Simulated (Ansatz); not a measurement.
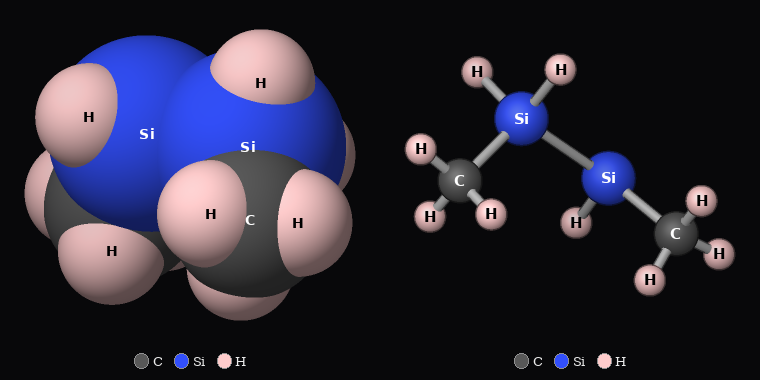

Figure made from data computed with Ansatz.

Both panels show the same species.

The species is neutral and a spin doublet.

Identify the structure.

The molecule is C₂H₉Si₂. Its SMILES string is `C[SiH][SiH2]C`. It has no ring. Among its groups: Si–H bond. This geometry has C1 symmetry. It is an open-shell species. Coordination: 2 C tetrahedral; 1 Si trigonal pyramidal; 1 Si tetrahedral.
